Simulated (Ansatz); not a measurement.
## CH₆N₂OSi: geometry relaxation

- system: CH₆N₂OSi, SMILES C=N[SiH](N)O
- method: RKS PBE-D4/def2-SVP (Ansatz 0.2.0)

The geometry: force-field start. Figures and captions count atoms from 1; the log counts them from 0 in places.

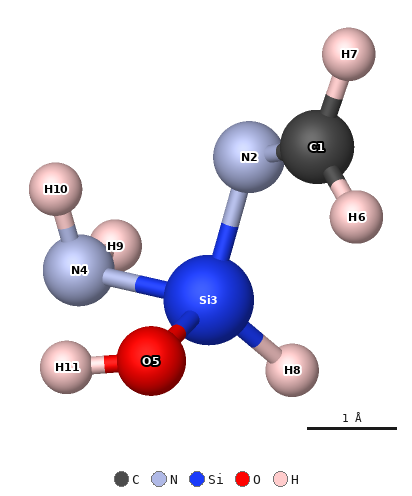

Fig. 1: The structure as given in the input (ball-and-stick view, seen at a tilt; atoms are numbered from 1 in the order of the input). Bond lengths as drawn: C–H 1.13 to 1.14 Å, C–N 1.22 Å, H–N 1.01 to 1.07 Å, H–O 0.96 Å, H–Si 1.41 Å, N–Si 1.71 to 1.77 Å and O–Si 1.65 Å.

### Input
```yaml
crystal:
  periodic: [false, false, false]
  atoms:
    - {symbol: C, position_ang: [-1.418800, 1.292900, 0.125500]}
    - {symbol: N, position_ang: [-0.571700, 0.621800, 0.695900]}
    - {symbol: Si, position_ang: [0.021000, -0.692400, -0.217400]}
    - {symbol: N, position_ang: [1.529500, -0.975500, 0.667800]}
    - {symbol: O, position_ang: [0.599600, -0.132300, -1.655700]}
    - {symbol: H, position_ang: [-1.859500, 1.182500, -0.908500]}
    - {symbol: H, position_ang: [-1.871800, 2.200800, 0.655600]}
    - {symbol: H, position_ang: [-0.797200, -1.843000, -0.288700]}
    - {symbol: H, position_ang: [1.182600, -1.510300, 1.528600]}
    - {symbol: H, position_ang: [1.696800, -0.075000, 1.086000]}
    - {symbol: H, position_ang: [1.554900, -0.126400, -1.668500]}
basis:
  gaussian: {orbitals: def2-SVP}
hamiltonian: {xc: pbe, dispersion: d4}
relax: {f_tol: 0.03, max_steps: 200}
```

Hardware: 4 threads of Intel Xeon @ 2.50GHz, 15 GiB of memory available, shared host.

Launched with:
```bash
ansatz run in.yaml --threads 4 --pin off --events-out ev --progress --plain --max-ram 10444MiB
```

### Log
```
Functional definition: PBE
  name "PBE"
  cite "Perdew, Burke & Ernzerhof, Phys. Rev. Lett. 77, 3865 (1996) doi:10.1103/PhysRevLett.77.3865"
  parent pbe
  parameter kappa = 0.804
  parameter beta = 0.06672455060314922
  exchange = pbe_x(kappa = kappa, mu = beta*pi^2/3)
  correlation = pbe_c(beta = beta)
1189 factors; their error is unknown
mean field evaluation 1: about -14005.7898 eV, gradient 8.9e1 eV
mean field evaluation 2: about -13955.4435 eV, gradient 1.7e2 eV
mean field evaluation 4: about -14020.7102 eV, gradient 2.1e1 eV
mean field evaluation 8: about -14021.6453 eV, gradient 1.9e-1 eV
mean field evaluation 16: about -14021.5739 eV, gradient 2.0e-3 eV
mean field -14021.57386617 eV, -515.2833354176 hartree, gradient 3.9e-5 eV, S^2 0.000000; 0 other end points of the search recorded, 0 dependent functions left out
the calculation of the forces begins
reference -14021.57389995 eV, -515.2833366589 hartree; 24, 24 occupied and 80, 80 virtual orbitals, 1189 factors
relax step   1: F+E_penalty+E_count = -14021.80467219 eV  Δ(F+E_penalty+E_count) = +0.000e0 eV  max|allowed force component| = 3.985e0 eV/Å  Δτ_max = 0.0000 Å  (29 SCF iters, accepted)
these checks for a lower state are left out or cut short: starts, cluster_reference, orbital_swaps, neighbouring_geometries, increment
1189 factors; their error is unknown
mean field -14022.25622698 eV, -515.3084117149 hartree, gradient 1.2e-5 eV, S^2 0.000000; 0 other end points of the search recorded, 0 dependent functions left out
[... from here on the field's lines of each further geometry are left out, up to the last ...]
relax step   2: F+E_penalty+E_count = -14022.48066461 eV  Δ(F+E_penalty+E_count) = -6.760e-1 eV  max|allowed force component| = 1.354e0 eV/Å  Δτ_max = 0.1942 Å  (29 SCF iters, accepted)
relax step   3: F+E_penalty+E_count = -14022.57839016 eV  Δ(F+E_penalty+E_count) = -9.773e-2 eV  max|allowed force component| = 9.247e-1 eV/Å  Δτ_max = 0.1949 Å  (30 SCF iters, accepted)
relax step   4: F+E_penalty+E_count = -14022.62697660 eV  Δ(F+E_penalty+E_count) = -4.859e-2 eV  max|allowed force component| = 1.466e0 eV/Å  Δτ_max = 0.1289 Å  (29 SCF iters, accepted)
relax step   5: F+E_penalty+E_count = -14022.66422912 eV  Δ(F+E_penalty+E_count) = -3.725e-2 eV  max|allowed force component| = 6.847e-1 eV/Å  Δτ_max = 0.0855 Å  (29 SCF iters, accepted)
relax step   6: F+E_penalty+E_count = -14022.74620580 eV  Δ(F+E_penalty+E_count) = -8.198e-2 eV  max|allowed force component| = 2.563e-1 eV/Å  Δτ_max = 0.1997 Å  (35 SCF iters, accepted)
relax step   7: F+E_penalty+E_count = -14022.77364608 eV  Δ(F+E_penalty+E_count) = -2.744e-2 eV  max|allowed force component| = 2.136e-1 eV/Å  Δτ_max = 0.1988 Å  (29 SCF iters, accepted)
relax step   8: F+E_penalty+E_count = -14022.78432912 eV  Δ(F+E_penalty+E_count) = -1.068e-2 eV  max|allowed force component| = 3.389e-1 eV/Å  Δτ_max = 0.1997 Å  (35 SCF iters, accepted)
relax step   9: F+E_penalty+E_count = -14022.79436921 eV  Δ(F+E_penalty+E_count) = -1.004e-2 eV  max|allowed force component| = 2.303e-1 eV/Å  Δτ_max = 0.2000 Å  (30 SCF iters, accepted)
relax step  10: F+E_penalty+E_count = -14022.79579717 eV  Δ(F+E_penalty+E_count) = -1.428e-3 eV  max|allowed force component| = 2.897e-1 eV/Å  Δτ_max = 0.0458 Å  (30 SCF iters, accepted)
relax step  11: F+E_penalty+E_count = -14022.79415425 eV  Δ(F+E_penalty+E_count) = +1.643e-3 eV  max|allowed force component| = 2.791e-1 eV/Å  Δτ_max = 0.1904 Å  (30 SCF iters, rejected (line search))
relax step  12: F+E_penalty+E_count = -14022.79515450 eV  Δ(F+E_penalty+E_count) = +6.427e-4 eV  max|allowed force component| = 3.937e-1 eV/Å  Δτ_max = 0.0388 Å  (30 SCF iters, rejected (line search))
relax step  13: F+E_penalty+E_count = -14022.80223980 eV  Δ(F+E_penalty+E_count) = -6.443e-3 eV  max|allowed force component| = 1.031e-1 eV/Å  Δτ_max = 0.0189 Å  (31 SCF iters, accepted)
the calculation of the forces begins
reference -14022.57916686 eV, -515.3202795366 hartree; 24, 24 occupied and 80, 80 virtual orbitals, 1189 factors
relax step  14: F+E_penalty+E_count = -14022.80283064 eV  Δ(F+E_penalty+E_count) = -5.908e-4 eV  max|allowed force component| = 2.446e-2 eV/Å  Δτ_max = 0.0296 Å  (30 SCF iters, accepted)
1189 factors; their error is unknown
mean field evaluation 128: about -14022.5791 eV, gradient 1.9e-2 eV
```

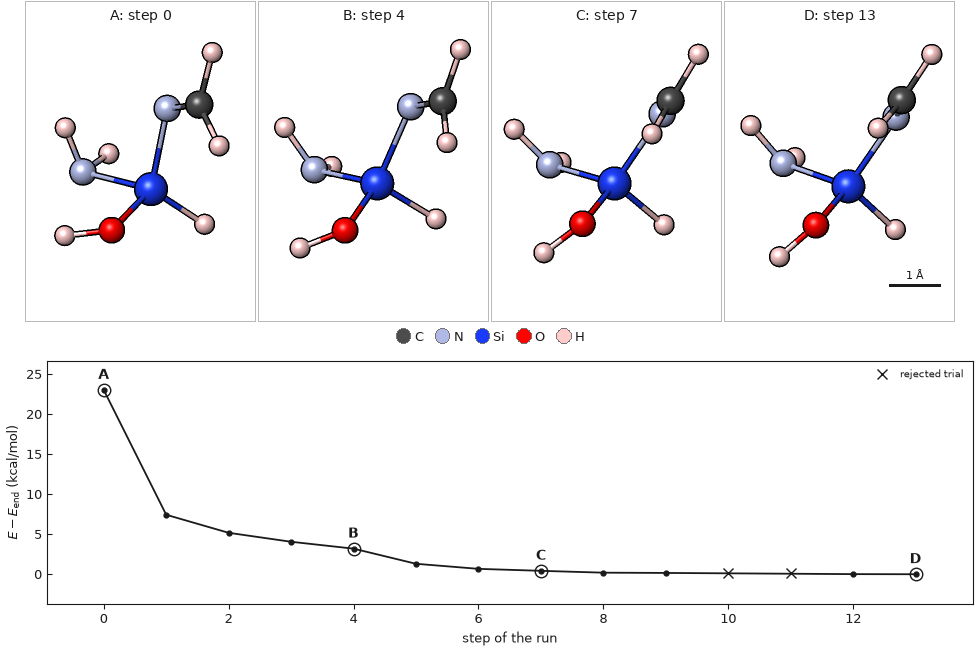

Fig. 2: Frames of the relaxation (ball-and-stick view, seen at a tilt) above the curves, on which the letters mark them (the first geometry is step 0 here and step 1 in the log).

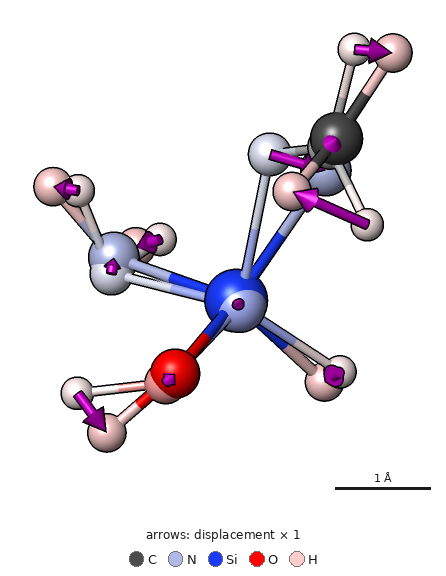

Fig. 3: Start (faint) and end (solid) with the displacements as pink arrows, at true length (ball-and-stick view, seen at a tilt). The two geometries are laid on each other by the best rigid fit. The energy falls by 23.0 kcal/mol in 13 geometry steps. The largest force component goes from 4 to 0.024 eV/Å. The line search rejected the trial steps at points 10, 11 (counted from 0) and went back. The largest move after the best rigid fit is that of H6, 0.93 Å. Largest moves by element: H 0.93 Å, N 0.61 Å, C 0.21 Å, O 0.16 Å, Si 0.10 Å. Distances before and after: Si3–H8 1.414 → 1.500 Å, N2–Si3 1.707 → 1.764 Å, C1–N2 1.222 → 1.274 Å, N4–H9 1.071 → 1.024 Å. Among the angles that change: Si3–N4–H10 101.9° → 118.6°, Si3–N4–H9 101.9° → 117.2°, N2–Si3–N4 98.7° → 113.5°. (Atoms are counted from 1 in the order of the input.)

```
mean field -14022.57913091 eV, -515.3202782154 hartree, gradient 2.0e-5 eV, S^2 0.000000; 1 other end points of the search recorded, 0 dependent functions left out
the calculation of the forces begins
reference -14022.57916686 eV, -515.3202795366 hartree; 24, 24 occupied and 80, 80 virtual orbitals, 1189 factors
Total energy: -14022.80286659 eV, -515.3285003500 hartree
Atom 0 at    -1.530506     1.466058     0.085537 Å, force     0.002368     0.013278    -0.024456 eV/Å
Atom 1 at    -1.119523     0.378740     0.607930 Å, force     0.007648     0.004793     0.011950 eV/Å
Atom 2 at     0.061711    -0.709425    -0.121230 Å, force    -0.011737    -0.019271    -0.004086 eV/Å
Atom 3 at     1.500763    -0.907890     0.829114 Å, force     0.000647     0.009133    -0.003367 eV/Å
Atom 4 at     0.465601    -0.056588    -1.619744 Å, force    -0.006905     0.003478     0.009766 eV/Å
Atom 5 at    -1.208597     1.845598    -0.917852 Å, force     0.001063     0.000824     0.006902 eV/Å
Atom 6 at    -2.259522     2.115149     0.629331 Å, force    -0.004034    -0.011608     0.001852 eV/Å
Atom 7 at    -0.578131    -2.063714    -0.193246 Å, force     0.002913     0.005431    -0.003355 eV/Å
Atom 8 at     1.480347    -1.617617     1.566347 Å, force     0.000673    -0.002917     0.004377 eV/Å
Atom 9 at     1.983380    -0.070523     1.168294 Å, force     0.006110    -0.003346    -0.000184 eV/Å
Atom 10 at     1.269876    -0.436689    -2.013881 Å, force     0.001253     0.000206     0.000601 eV/Å
Dipole moment:     0.357530     0.052233     0.036912 e Å
```

### Trajectory as extended XYZ (Å, eV, eV/Å), 14 frames, from step=1 to step=14
```
11
Properties=species:S:1:pos:R:3:forces:R:3 step=1 energy=-14021.80467
C    -1.4188    1.2929    0.1255   -3.7351   3.9854  -1.0112
N    -0.5717    0.6218    0.6959    0.9562  -1.3016   1.9321
Si    0.0210   -0.6924   -0.2174    3.5556  -0.0107   0.3801
N     1.5295   -0.9755    0.6678   -0.9543  -2.3649   1.0050
O     0.5996   -0.1323   -1.6557   -1.2442   0.2525  -1.2999
H    -1.8595    1.1825   -0.9085    0.1983  -0.2653   0.0375
H    -1.8718    2.2008    0.6556    0.1953  -0.3399  -0.3437
H    -0.7972   -1.8430   -0.2887   -1.1698  -1.2414  -0.1709
H     1.1826   -1.5103    1.5286    0.8640   0.3355  -0.9406
H     1.6968   -0.0750    1.0860    0.4227   1.0572   0.4104
H     1.5549   -0.1264   -1.6685    0.9113  -0.1068   0.0011
11
Properties=species:S:1:pos:R:3:forces:R:3 step=2 energy=-14022.48066
C    -1.5314    1.3603    0.0962   -0.7688   1.2686  -0.0504
N    -0.6714    0.6621    0.7100   -0.1725  -0.0209   0.0386
Si    0.0954   -0.6517   -0.1634    1.3538  -0.3441   0.4245
N     1.5927   -1.0633    0.7137   -0.9982  -0.2619   0.5779
O     0.5735   -0.1092   -1.6641   -0.1181   0.1537  -0.3972
H    -1.9202    1.2203   -0.9536    0.2033  -0.1809   0.1291
H    -1.9699    2.2843    0.5807    0.0642  -0.3636  -0.0361
H    -0.7965   -1.8120   -0.2689   -0.3767  -0.4533  -0.0190
H     1.3177   -1.6493    1.5407    0.3518   0.1295  -0.6258
H     1.8340   -0.1738    1.1744    0.3414   0.1294   0.0380
H     1.5414   -0.1246   -1.7451    0.1198  -0.0565  -0.0797
11
Properties=species:S:1:pos:R:3:forces:R:3 step=3 energy=-14022.57839
C    -1.5468    1.4617    0.0513   -0.8081  -0.2495   0.9247
N    -0.7193    0.7175    0.6877   -0.0897   0.1913  -0.5399
Si    0.1338   -0.6221   -0.1311    0.2333  -0.1523   0.1169
N     1.6060   -1.0787    0.7463   -0.5096   0.6654   0.4329
O     0.5698   -0.1201   -1.6751    0.4001   0.0246  -0.0115
H    -1.8973    1.3043   -1.0046    0.3216   0.1966  -0.0252
H    -2.1542    2.2409    0.6272    0.5765  -0.2675  -0.4543
H    -0.7982   -1.8011   -0.2269    0.0671   0.0522   0.1261
H     1.3942   -1.7383    1.5155    0.0963  -0.0046  -0.2846
H     1.9395   -0.2230    1.2441    0.0447  -0.4353  -0.2735
H     1.5378   -0.1980   -1.8136   -0.3322  -0.0207  -0.0116
11
Properties=species:S:1:pos:R:3:forces:R:3 step=4 energy=-14022.62698
C    -1.6387    1.4672    0.0664    0.4566  -0.3793   0.4506
N    -0.7677    0.7393    0.6224    0.6360  -0.7350   0.4341
Si    0.1477   -0.5822   -0.1361    0.0071  -0.0034   0.0662
N     1.5623   -1.0373    0.7874   -0.2836   0.2275  -0.3155
O     0.6230   -0.1263   -1.6847   -0.1385   0.1655   0.1035
H    -1.8606    1.4185   -0.9848   -0.4454   0.1304  -1.4659
H    -2.2164    2.1659    0.6624   -0.5664   0.7959   0.4767
H    -0.7684   -1.7683   -0.1869   -0.0070  -0.0473   0.0793
H     1.3971   -1.7677    1.4826    0.0353  -0.0796   0.0979
H     2.0277   -0.2457    1.2391    0.1449   0.0126   0.1386
H     1.5594   -0.3205   -1.8473    0.1608  -0.0873  -0.0658
11
Properties=species:S:1:pos:R:3:forces:R:3 step=5 energy=-14022.66423
C    -1.6670    1.4324    0.0624    0.6847   0.6210   0.4134
N    -0.8050    0.6953    0.6483   -0.1079  -0.3462  -0.1179
Si    0.1440   -0.6077   -0.1227   -0.2742  -0.0137  -0.0044
N     1.5791   -1.0351    0.7819   -0.0638   0.4658   0.1699
O     0.5903   -0.1146   -1.6737    0.2545   0.0218   0.1392
H    -1.8251    1.4517   -1.0399   -0.2754  -0.0624  -0.1568
H    -2.1902    2.2466    0.6517   -0.0350  -0.4526  -0.2785
H    -0.7659   -1.8138   -0.1717    0.1708   0.0777   0.0588
H     1.4471   -1.7891    1.4670    0.0217   0.0448  -0.0818
H     2.0207   -0.2353    1.2720   -0.0987  -0.3479  -0.1771
H     1.5374   -0.2873   -1.8547   -0.2768  -0.0083   0.0352
11
Properties=species:S:1:pos:R:3:forces:R:3 step=6 energy=-14022.74621
C    -1.6264    1.4737    0.0571    0.1677  -0.1307  -0.2563
N    -0.9220    0.5952    0.6558   -0.0689   0.1191  -0.1127
Si    0.1092   -0.6170   -0.1107   -0.0224  -0.0476   0.0305
N     1.5470   -0.9692    0.7968    0.0312  -0.1103   0.0707
O     0.5638   -0.0765   -1.6411   -0.0278   0.0545   0.0613
H    -1.6870    1.5941   -1.0631    0.0622   0.0268   0.2221
H    -2.2391    2.1994    0.6389   -0.0887   0.0303   0.0627
H    -0.7025   -1.8804   -0.1416    0.0609  -0.0259   0.0035
H     1.4956   -1.7810    1.4187   -0.0119  -0.0078  -0.0087
H     2.0606   -0.2232    1.2733   -0.0277   0.0862  -0.0636
H     1.4663   -0.3719   -1.8634   -0.0745   0.0054  -0.0094
11
Properties=species:S:1:pos:R:3:forces:R:3 step=7 energy=-14022.77365
C    -1.5906    1.4733    0.0476    0.1337  -0.1815  -0.0431
N    -0.9794    0.5409    0.6731   -0.2136   0.1279  -0.1838
Si    0.0864   -0.6420   -0.0910   -0.0260   0.0382   0.0549
N     1.5384   -0.9606    0.7998    0.0757  -0.1183   0.1281
O     0.4994   -0.0402   -1.6074    0.1330  -0.0299  -0.0606
H    -1.5040    1.6715   -1.0584    0.0371  -0.0302   0.2078
H    -2.2768    2.1588    0.5989   -0.0052   0.0524   0.0133
H    -0.6644   -1.9418   -0.1365    0.0162   0.0200   0.0139
H     1.5109   -1.7582    1.4428    0.0038   0.0399  -0.0335
H     2.0658   -0.1969    1.2326   -0.0383   0.0394  -0.0579
H     1.3797   -0.3617   -1.8809   -0.1163   0.0423  -0.0391
11
Properties=species:S:1:pos:R:3:forces:R:3 step=8 energy=-14022.78433
C    -1.5716    1.4670    0.0570    0.0491  -0.1992  -0.0208
N    -1.1134    0.4271    0.6438    0.2028   0.3389  -0.1259
Si    0.0719   -0.6640   -0.0864   -0.2317  -0.3114  -0.1096
N     1.5169   -0.9453    0.8275    0.0187   0.1370  -0.0198
O     0.4792   -0.0330   -1.5948    0.0415   0.0630   0.0395
H    -1.3319    1.7564   -1.0031    0.0357   0.0108   0.1823
H    -2.2688    2.1519    0.5962   -0.0641  -0.0138  -0.0271
H    -0.6216   -1.9930   -0.1460    0.0413  -0.0388  -0.0252
H     1.5106   -1.7030    1.5151   -0.0149   0.0512   0.0174
H     2.0721   -0.1529    1.1626    0.0026  -0.0387   0.0379
H     1.3220   -0.3680   -1.9513   -0.0809   0.0010   0.0513
11
Properties=species:S:1:pos:R:3:forces:R:3 step=9 energy=-14022.79437
C    -1.5316    1.4840    0.0833    0.0875  -0.0899  -0.0938
N    -1.0978    0.4033    0.6025   -0.0640  -0.0590  -0.0350
Si    0.0651   -0.7108   -0.1177    0.2303   0.1481   0.0212
N     1.5180   -0.8989    0.8331   -0.1422   0.0981  -0.0199
O     0.4560   -0.0847   -1.6333    0.1219  -0.0626  -0.0275
H    -1.2089    1.8876   -0.9155   -0.0418  -0.0729   0.1121
H    -2.2923    2.0942    0.6252    0.0113   0.0834   0.0163
H    -0.5863   -2.0610   -0.1870    0.0222   0.0286   0.0527
H     1.5141   -1.6505    1.5303    0.0174   0.0679  -0.0139
H     1.9633   -0.0579    1.2265   -0.1072  -0.1994  -0.0942
H     1.2659   -0.4624   -2.0267   -0.1353   0.0577   0.0821
11
Properties=species:S:1:pos:R:3:forces:R:3 step=10 energy=-14022.79580
C    -1.5424    1.4618    0.0708    0.2249   0.0395   0.2002
N    -1.1012    0.3940    0.6137   -0.2179   0.1482  -0.0681
Si    0.0650   -0.7029   -0.1105   -0.1745  -0.0479  -0.2897
N     1.4979   -0.9042    0.8226    0.2672  -0.0559   0.2030
O     0.4591   -0.0640   -1.6188    0.0476  -0.0149  -0.0284
H    -1.2163    1.8466   -0.9307   -0.0818  -0.0783   0.0034
H    -2.2615    2.1129    0.6265   -0.0427  -0.0274  -0.0739
H    -0.5807   -2.0552   -0.1682   -0.0090   0.0033  -0.0106
H     1.4920   -1.6441    1.5293    0.0234   0.0077   0.0186
H     1.9750   -0.0754    1.1873    0.0297   0.0062   0.0094
H     1.2787   -0.4264   -2.0014   -0.0669   0.0193   0.0361
11
Properties=species:S:1:pos:R:3:forces:R:3 step=11 energy=-14022.79415 accepted=F
C    -1.5383    1.4502    0.0920    0.0740  -0.0113  -0.0232
N    -1.1135    0.3714    0.6207   -0.0177  -0.0698   0.0280
Si    0.0653   -0.7133   -0.1271   -0.1212   0.0781   0.1901
N     1.5028   -0.9445    0.8232   -0.0008  -0.1169   0.2471
O     0.4814   -0.0209   -1.6009    0.0933  -0.0478  -0.0385
H    -1.2124    1.8186   -0.9108   -0.0175   0.0606  -0.0816
H    -2.2703    2.1030    0.6254   -0.0187  -0.0219   0.0445
H    -0.5989   -2.0545   -0.2270    0.0168   0.0122  -0.0061
H     1.4084   -1.5372    1.6628    0.0460   0.1341  -0.2791
H     2.0626   -0.1178    1.0616   -0.0617  -0.0292  -0.0211
H     1.2783   -0.4118   -1.9993    0.0075   0.0118  -0.0602
11
Properties=species:S:1:pos:R:3:forces:R:3 step=12 energy=-14022.79515 accepted=F
C    -1.5256    1.4739    0.0860   -0.2332  -0.1426  -0.0086
N    -1.1042    0.3941    0.6176    0.0034   0.1104   0.0286
Si    0.0657   -0.7013   -0.1129   -0.0648  -0.0291  -0.1166
N     1.5021   -0.9170    0.8270   -0.0363   0.1203  -0.3829
O     0.4720   -0.0511   -1.6123    0.0155  -0.0044  -0.0102
H    -1.2359    1.8290   -0.9342    0.0757   0.0616   0.0026
H    -2.2768    2.1094    0.6202    0.1121   0.0084  -0.0059
H    -0.5876   -2.0491   -0.1835   -0.0048   0.0031  -0.0035
H     1.4772   -1.6220    1.5516   -0.0004  -0.3937   0.3904
H     1.9975   -0.0946    1.1622    0.1633   0.2572   0.0919
H     1.2811   -0.4282   -2.0011   -0.0306   0.0088   0.0142
11
Properties=species:S:1:pos:R:3:forces:R:3 step=13 energy=-14022.80224
C    -1.5363    1.4685    0.0788    0.0251   0.0386   0.0023
N    -1.1088    0.3938    0.6105    0.0134  -0.1031   0.0525
Si    0.0636   -0.7042   -0.1157    0.0056  -0.0009  -0.0412
N     1.5050   -0.9091    0.8287   -0.0141   0.0046  -0.0313
O     0.4632   -0.0600   -1.6199    0.0217  -0.0091   0.0012
H    -1.2233    1.8431   -0.9267    0.0075   0.0146  -0.0637
H    -2.2661    2.1118    0.6233   -0.0570   0.0493   0.0214
H    -0.5856   -2.0544   -0.1810    0.0062   0.0047   0.0002
H     1.4912   -1.6371    1.5468    0.0069  -0.0167   0.0350
H     1.9868   -0.0783    1.1830    0.0140   0.0098   0.0065
H     1.2757   -0.4311   -2.0073   -0.0294   0.0085   0.0170
11
Properties=species:S:1:pos:R:3:forces:R:3 step=14 energy=-14022.80283
C    -1.5305    1.4661    0.0855    0.0024   0.0133  -0.0245
N    -1.1195    0.3787    0.6079    0.0076   0.0048   0.0120
Si    0.0617   -0.7094   -0.1212   -0.0117  -0.0193  -0.0041
N     1.5008   -0.9079    0.8291    0.0006   0.0091  -0.0034
O     0.4656   -0.0566   -1.6197   -0.0069   0.0035   0.0098
H    -1.2086    1.8456   -0.9179    0.0011   0.0008   0.0069
H    -2.2595    2.1151    0.6293   -0.0040  -0.0116   0.0019
H    -0.5781   -2.0637   -0.1932    0.0029   0.0054  -0.0034
H     1.4803   -1.6176    1.5663    0.0007  -0.0029   0.0044
H     1.9834   -0.0705    1.1683    0.0061  -0.0033  -0.0002
H     1.2699   -0.4367   -2.0139    0.0013   0.0002   0.0006
```

### Summary

```json
{"quantity": "outcome", "value": "converged"}
{"quantity": "total energy", "value": "−14022.8029 eV"}
{"quantity": "mean-field energy", "value": "−14022.5792 eV"}
{"quantity": "dispersion energy", "value": "−0.2237 eV"}
{"quantity": "SCF solution under orbital rotations", "value": "stable"}
{"quantity": "largest force (length of the vector) at the end", "value": "0.028 eV/Å"}
{"quantity": "dipole moment", "value": "1.74 D"}
{"quantity": "wall time", "value": "17 s (CPU time 57 s)"}
{"quantity": "peak memory", "value": "0.17 GiB"}
```
